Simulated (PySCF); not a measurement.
## A study: H₆OSi₃, SMILES `O1[SiH2][SiH2][SiH2]1`

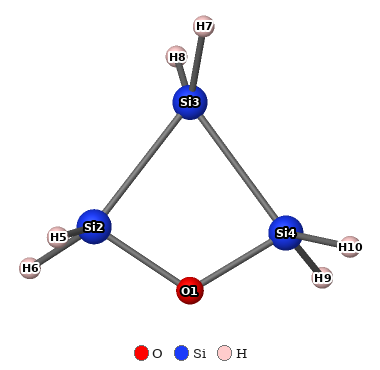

The molecule, with its atoms numbered as below. No frequency check shows the geometry to be a minimum.

Cartesian coordinates (Å):

```
O1       0.0006   -1.3042    0.0001
Si2     -1.4038   -0.4114    0.0000
Si3     -0.0008    1.4638   -0.0000
Si4      1.4042   -0.4104   -0.0000
H5      -2.1409   -0.8187    1.1955
H6      -2.1406   -0.8195   -1.1955
H7      -0.0003    2.3589    1.1668
H8      -0.0013    2.3589   -1.1670
H9       2.1416   -0.8172   -1.1956
H10      2.1419   -0.8164    1.1955
```

## 1. Bonding charge

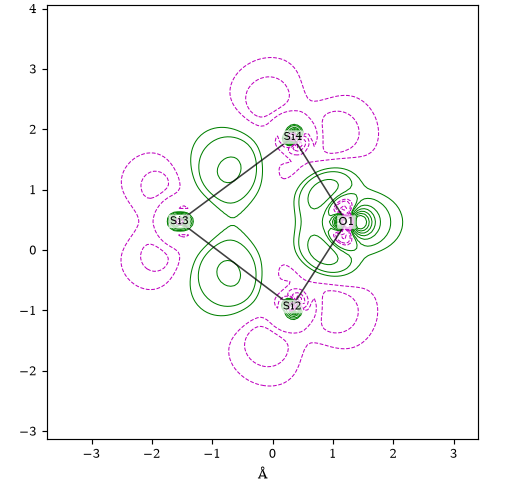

Deformation density (molecule less spherical, spin-averaged free atoms) in the plane of O1, Si2, Si3 and Si4; contours at ±0.05 to ±0.8 e/Å³; solid green lines: gain, dashed magenta lines: loss.

Method: PBE/6-31G*; geometry: GFN2-xTB; program: PySCF.

Q: Describe the bonding that the map shows.

A: Si2–Si3 and Si3–Si4: +0.22 e/Å³ at the bond critical point (bond length 2.34 Å, Mayer order 0.9). O1–Si4 and O1–Si2: +0.04 e/Å³ at the bond critical point (bond length 1.66 Å, Mayer order 1.0); up to 0.6 Å beside the axis the gain reaches +0.27 e/Å³. In all, 2.2 electrons gather in the regions of gain relative to the promolecule. A small or negative value marks a very polar bond, one between electron-rich atoms, whose free-atom densities already overlap strongly, a long bond to a heavier atom, or a closed-shell contact such as a hydrogen bond.

Q: Where do the Hirshfeld charges lie?

A: The highest Hirshfeld charge is on Si2 and Si4 (+0.28 e), the lowest on O1 (−0.30 e).

## 2. Local ionisation energy

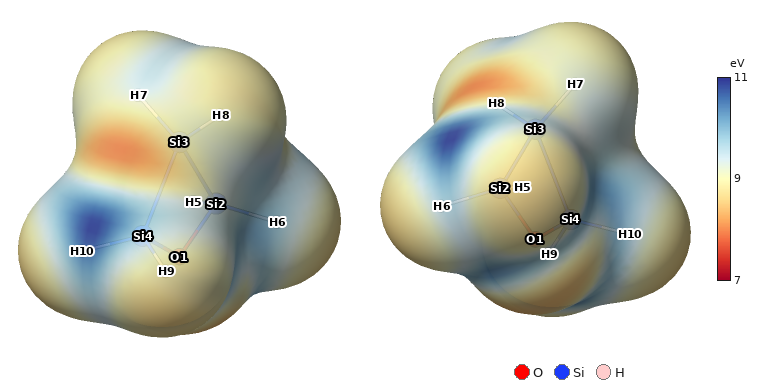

Average local ionisation energy on the surface of electron density 0.001 a.u. (back view left, front view right).

Q: Where are the most loosely bound electrons on this surface?

A: The lowest value is 8.0 eV, off the Si3–Si4 bond (2.4 to 2.5 Å from its atoms), and at like points elsewhere. Further minima include 8.4 eV, 1.8 Å from O1, and at like points elsewhere; 8.6 eV, 1.5 Å from H5, and at like points elsewhere. For comparison, the highest occupied orbital lies at −6.5 eV.

Q: What volume does the surface enclose, and what is the dipole moment?

A: About 139 Å³; the dipole moment is 1.4 D.

## 3. Removing or adding an electron

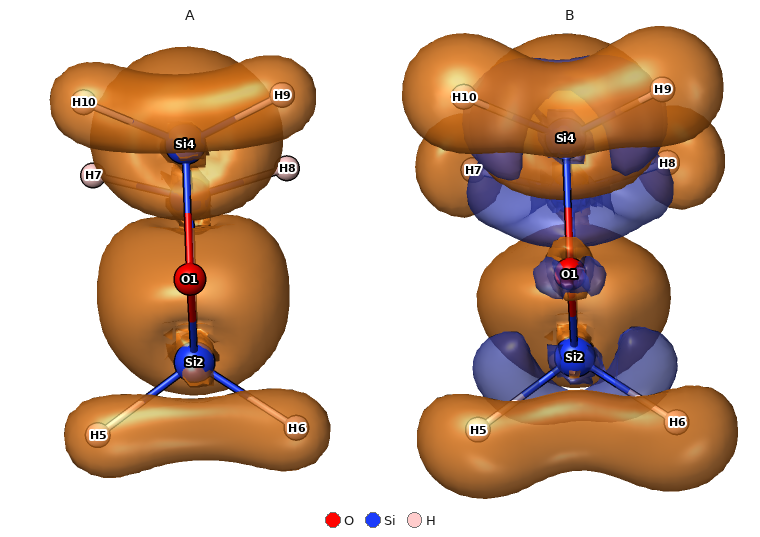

The Fukui function f⁻ from two separate SCF calculations and the density of the HOMO, at ±0.015 e/Å³ (orange positive, blue negative).

Computed with PySCF, ωB97X/def2-SVPD, geometry: GFN2-xTB.

Q: Which panel is which, and how good is the frozen-orbital picture?

A: B is f⁻ (it has negative regions), A the HOMO density. The HOMO lies on Si3 (37 %) and Si2 and Si4 (23 % each); f⁻ (Hirshfeld-condensed) is largest on Si3 (0.24) and Si2 and Si4 (0.17 each); the vertical ionisation energy is 9.80 eV (the stability of the cation's solution wasn't checked). Relaxation shifts 24 % of the electron between atoms. The orbital energy is −9.97 eV.

## 4. Localised orbitals

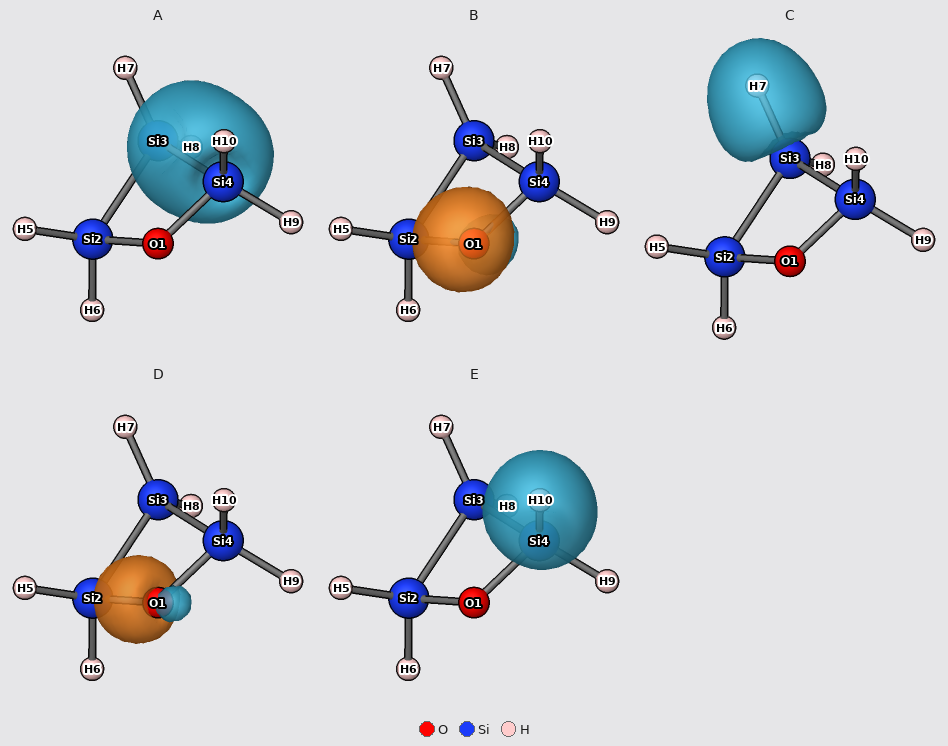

Foster–Boys orbitals, occupied; each surface holds about 80 % of the orbital's density. Energies are diagonal elements of the Fock matrix.

Computed with PySCF, HF/6-31G*, geometry: GFN2-xTB.

Q: Name the orbitals, with their atomic make-up and energies.

A: By panel:
- A: bent (banana) bond Si3–Si4 (Si3 51 %, Si4 48 %; −13.6 eV)
- B: lone pair on O1 (sp3-type) (O1 94 %; −18.2 eV)
- C: σ bond H7–Si3 (H7 55 %, Si3 45 %; −15.2 eV)
- D: σ bond O1–Si2 (O1 78 %, Si2 21 %; −22.8 eV)
- E: σ bond H10–Si4 (H10 56 %, Si4 43 %; −15.1 eV)

The PySCF runs shown took 11 s, 97 s and 1.5 s on 1 thread of Arm Neoverse V2, on a shared host.
